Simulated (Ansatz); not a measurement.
# Geometry relaxation of AlBH₄O (part 2 of 2)

AlBH₄O; RKS PBE-D4/def2-SVP (Ansatz 0.2.0). 

Geometry of the input (Å):
```
B  -1.2373  0.4592  -0.7519
O  -0.1524  0.0557  -0.0917
Al 1.2207  -0.4531  0.7417
H  -1.2155  0.5112  -1.9548
H  -2.2266  0.7664  -0.1374
H  2.2559  0.6574  1.1649
H  -1.0470  0.2392  0.3608
```

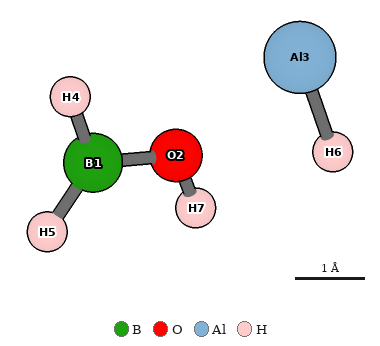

**Figure 1.** The geometry at step 14 of the log (ball-and-stick view, seen at a tilt; atoms are numbered from 1 in the order of the input).

Trajectory as extended XYZ, continued:
```
7
Properties=species:S:1:pos:R:3:forces:R:3 step=5 energy=-9373.03437
B    -1.2960    0.4875   -0.9080   -0.2544   0.3361   0.7435
O    -0.3705    0.1803    0.0825   -0.4629  -0.0450  -0.4253
Al    1.5804   -0.8448    0.6491    0.2110   0.1176  -0.0256
H    -1.0579    0.4861   -2.1051    0.1430  -0.1859   0.3580
H    -2.3319    0.8248   -0.3387   -0.2059   0.0190  -0.7659
H     1.9461    0.7723    1.0368    0.0626  -0.1422   0.0591
H    -0.8725    0.3300    0.9149    0.5066  -0.0996   0.0563
7
Properties=species:S:1:pos:R:3:forces:R:3 step=6 energy=-9373.18645
B    -1.3377    0.5468   -0.8854   -0.2529  -0.5608   0.3690
O    -0.4637    0.1138    0.0948   -0.3123   0.5817   0.5955
Al    1.6752   -0.8287    0.5835    0.0938  -0.0335  -0.1141
H    -1.0158    0.4328   -2.0568    0.0853   0.0747   0.2556
H    -2.4458    0.8870   -0.4861    0.1858   0.2161  -0.2523
H     1.9953    0.7627    1.0715   -0.0667  -0.0213   0.0334
H    -0.8097    0.3218    1.0100    0.2670  -0.2569  -0.8871
7
Properties=species:S:1:pos:R:3:forces:R:3 step=7 energy=-9373.25832
B    -1.3720    0.5218   -0.8669    0.0511  -0.0539   0.2025
O    -0.5029    0.1526    0.1267    0.1169  -0.2225  -0.0624
Al    1.7811   -0.7757    0.4223   -0.0313   0.0475  -0.1116
H    -1.0063    0.3034   -2.0003    0.0261   0.0473  -0.0349
H    -2.4361    1.0288   -0.5652   -0.0132  -0.0263  -0.0309
H     1.9583    0.7332    1.1747   -0.0465  -0.0412   0.0418
H    -0.8243    0.2719    1.0402   -0.1030   0.2492  -0.0044
7
Properties=species:S:1:pos:R:3:forces:R:3 step=8 energy=-9373.30475
B    -1.3731    0.4946   -0.8602    0.1716  -0.0912   0.0312
O    -0.4608    0.2431    0.1343   -0.1565  -0.0594  -0.0709
Al    1.7959   -0.7479    0.2754   -0.0917   0.1836  -0.0104
H    -1.0043    0.2683   -1.9936   -0.0157  -0.0135   0.0217
H    -2.4730    0.9167   -0.5649   -0.0297   0.0424   0.0017
H     1.9083    0.5987    1.3137   -0.0003  -0.1109   0.0205
H    -0.7953    0.4626    1.0267    0.1222   0.0490   0.0062
7
Properties=species:S:1:pos:R:3:forces:R:3 step=9 energy=-9373.32527
B    -1.3831    0.4571   -0.8580    0.0450   0.1361  -0.0196
O    -0.4342    0.2662    0.1219   -0.3802   0.1048  -0.0525
Al    1.7780   -0.6490    0.1476    0.0120   0.3256   0.2637
H    -1.0317    0.1956   -1.9888   -0.0483  -0.0967   0.0230
H    -2.4892    0.9092   -0.5699    0.2855  -0.1218   0.0118
H     1.8994    0.4879    1.4782   -0.1050  -0.2980  -0.2830
H    -0.7414    0.5691    1.0006    0.1910  -0.0500   0.0566
7
Properties=species:S:1:pos:R:3:forces:R:3 step=10 energy=-9373.36952
B    -1.3700    0.4484   -0.8592   -0.0683   0.0480   0.2871
O    -0.4667    0.2351    0.1572    0.0251   0.0403  -0.1915
Al    1.8165   -0.4831    0.0431   -0.0789   0.0626   0.0341
H    -1.0504    0.0655   -1.9648    0.0329  -0.0276   0.0659
H    -2.4278    1.0007   -0.5973    0.1049  -0.0354  -0.0529
H     1.8049    0.3755    1.5161   -0.0502  -0.0334  -0.0106
H    -0.7087    0.5940    1.0364    0.0346  -0.0544  -0.1322
7
Properties=species:S:1:pos:R:3:forces:R:3 step=11 energy=-9373.38942
B    -1.3792    0.4426   -0.8603   -0.0349  -0.0013   0.0019
O    -0.3958    0.2876    0.0819    0.0077  -0.0305  -0.1805
Al    1.8287   -0.4444    0.0675    0.0070  -0.0186  -0.0787
H    -1.1185    0.0464   -1.9745   -0.0014  -0.0168  -0.0049
H    -2.4309    0.9581   -0.5306    0.0134  -0.0043  -0.0326
H     1.7030    0.3071    1.5830   -0.0487   0.0227   0.0757
H    -0.6096    0.6388    0.9646    0.0569   0.0488   0.2191
7
Properties=species:S:1:pos:R:3:forces:R:3 step=12 energy=-9373.38758 accepted=F
B    -1.3813    0.4151   -0.8469    0.2018   0.2349   0.0006
O    -0.3340    0.3284    0.0391   -0.3949   0.0546  -0.0463
Al    1.8628   -0.3808    0.0370   -0.0964   0.0892   0.2081
H    -1.1637    0.0036   -1.9668   -0.0356  -0.0802   0.0481
H    -2.4135    0.9504   -0.4897   -0.0247  -0.1016   0.0080
H     1.5251    0.2305    1.6192    0.1553  -0.0608  -0.0540
H    -0.4977    0.6889    0.9397    0.1946  -0.1361  -0.1646
7
Properties=species:S:1:pos:R:3:forces:R:3 step=13 energy=-9373.39653
B    -1.3799    0.4512   -0.8644   -0.0356  -0.2147   0.0213
O    -0.3645    0.3074    0.0466   -0.1098   0.1330   0.0635
Al    1.8413   -0.3999    0.0585    0.0206   0.0121   0.0360
H    -1.1613    0.0098   -1.9732    0.0161   0.0774   0.0136
H    -2.4305    0.9504   -0.5103    0.0361   0.0578  -0.0210
H     1.6301    0.2613    1.6276   -0.0297  -0.0181  -0.0391
H    -0.5375    0.6560    0.9469    0.1023  -0.0474  -0.0743
7
Properties=species:S:1:pos:R:3:forces:R:3 step=14 energy=-9373.40173
B    -1.3847    0.4451   -0.8636   -0.0057  -0.1367   0.0116
O    -0.3473    0.3078    0.0223   -0.0967   0.0764  -0.0087
Al    1.8507   -0.3862    0.0720    0.0339  -0.0013   0.0244
H    -1.1886    0.0084   -1.9782    0.0111   0.0495   0.0127
H    -2.4247    0.9523   -0.4915    0.0217   0.0349  -0.0048
H     1.5766    0.2579    1.6406   -0.0250  -0.0095  -0.0280
H    -0.4843    0.6508    0.9299    0.0606  -0.0132  -0.0071
7
Properties=species:S:1:pos:R:3:forces:R:3 step=15 energy=-9373.40547
B    -1.3914    0.4369   -0.8630   -0.0132   0.0054   0.0054
O    -0.3336    0.3228   -0.0023   -0.0052   0.0058   0.0088
Al    1.8667   -0.3851    0.0906    0.0171  -0.0071  -0.0047
H    -1.2093    0.0141   -1.9840    0.0012  -0.0019  -0.0052
H    -2.4260    0.9408   -0.4723   -0.0052  -0.0004  -0.0008
H     1.5322    0.2494    1.6494   -0.0225   0.0063   0.0055
H    -0.4409    0.6572    0.9131    0.0278  -0.0080  -0.0090
7
Properties=species:S:1:pos:R:3:forces:R:3 step=16 energy=-9373.40964
B    -1.3974    0.4371   -0.8634    0.0851   0.0033   0.1241
O    -0.2820    0.3367   -0.0740   -0.1217   0.0006  -0.1843
Al    1.9055   -0.3710    0.1402   -0.0491   0.0241   0.0615
H    -1.2831    0.0178   -1.9964   -0.0033   0.0090   0.0066
H    -2.4165    0.9218   -0.4063    0.0400  -0.0113  -0.0109
H     1.3675    0.2483    1.6691    0.0501  -0.0010  -0.0066
H    -0.2962    0.6454    0.8624   -0.0010  -0.0248   0.0096
7
Properties=species:S:1:pos:R:3:forces:R:3 step=17 energy=-9373.40964 accepted=F
B    -1.4100    0.4346   -0.8701    0.2030   0.0662   0.1382
O    -0.2644    0.3319   -0.1218   -0.1398  -0.0222  -0.0610
Al    1.9144   -0.3679    0.1825    0.0073   0.0025   0.0406
H    -1.3297    0.0344   -2.0144   -0.0216   0.0017   0.0369
H    -2.4135    0.9206   -0.3770    0.0612  -0.0546  -0.0085
H     1.3377    0.2695    1.7034   -0.0457  -0.0016  -0.1105
H    -0.2368    0.6130    0.8289   -0.0644   0.0081  -0.0356
7
Properties=species:S:1:pos:R:3:forces:R:3 step=18 energy=-9373.41206
B    -1.4007    0.4386   -0.8662    0.1090   0.0051   0.1013
O    -0.2758    0.3257   -0.0929   -0.1189  -0.0251  -0.1223
Al    1.9067   -0.3767    0.1628   -0.0119   0.0119   0.0265
H    -1.3012    0.0321   -2.0052   -0.0108   0.0115   0.0013
H    -2.4112    0.9244   -0.3923    0.0295  -0.0174  -0.0037
H     1.3573    0.2763    1.6741    0.0050  -0.0030  -0.0114
H    -0.2772    0.6158    0.8513   -0.0018   0.0170   0.0084
7
Properties=species:S:1:pos:R:3:forces:R:3 step=19 energy=-9373.41306
B    -1.3995    0.4380   -0.8678    0.0787   0.0104   0.0939
O    -0.2708    0.3177   -0.1033   -0.0899  -0.0252  -0.1102
Al    1.9097   -0.3754    0.1749   -0.0029   0.0075   0.0201
H    -1.3142    0.0392   -2.0108   -0.0020   0.0076   0.0044
H    -2.4028    0.9241   -0.3801    0.0129  -0.0122  -0.0109
H     1.3398    0.2862    1.6760    0.0012  -0.0015  -0.0083
H    -0.2645    0.6062    0.8426    0.0020   0.0134   0.0111
7
Properties=species:S:1:pos:R:3:forces:R:3 step=20 energy=-9373.41444
B    -1.3995    0.4372   -0.8722    0.0834   0.0152   0.0852
O    -0.2392    0.2894   -0.1631   -0.1048  -0.0250  -0.1193
Al    1.9312   -0.3706    0.2369   -0.0049   0.0162   0.0335
H    -1.3803    0.0704   -2.0328    0.0072   0.0198   0.0757
H    -2.3732    0.9209   -0.3201    0.0301  -0.0292  -0.0451
H     1.2362    0.3314    1.6862    0.0069  -0.0206  -0.0465
H    -0.1774    0.5575    0.7967   -0.0180   0.0237   0.0165
7
Properties=species:S:1:pos:R:3:forces:R:3 step=21 energy=-9373.41522
B    -1.3989    0.4381   -0.8699    0.0439  -0.0005   0.0445
O    -0.2469    0.2916   -0.1500   -0.0681   0.0019  -0.0519
Al    1.9277   -0.3708    0.2247    0.0051   0.0035   0.0118
H    -1.3650    0.0646   -2.0261    0.0005   0.0110   0.0334
H    -2.3794    0.9223   -0.3339    0.0177  -0.0108  -0.0220
H     1.2575    0.3213    1.6806    0.0021  -0.0033  -0.0100
H    -0.1973    0.5690    0.8060   -0.0012  -0.0019  -0.0058
7
Properties=species:S:1:pos:R:3:forces:R:3 step=22 energy=-9373.41550
B    -1.4003    0.4388   -0.8693    0.0159  -0.0015   0.0128
O    -0.2503    0.2801   -0.1527   -0.0003  -0.0045  -0.0109
Al    1.9391   -0.3656    0.2319   -0.0076   0.0034   0.0000
H    -1.3716    0.0675   -2.0247   -0.0002  -0.0019  -0.0064
H    -2.3760    0.9308   -0.3349   -0.0067   0.0042   0.0031
H     1.2530    0.3259    1.6785    0.0009   0.0003   0.0006
H    -0.1961    0.5587    0.8028   -0.0020   0.0001   0.0009
```

Key numbers:

```tsv
quantity	value
outcome	converged
total energy	−9373.4155 eV
mean-field energy	−9373.3069 eV
dispersion energy	−0.1086 eV
SCF solution under orbital rotations	stable
largest force (length of the vector) at the end	0.021 eV/Å
dipole moment	1.69 D
wall time	34 s (CPU time 60 s)
peak memory	0.15 GiB
```
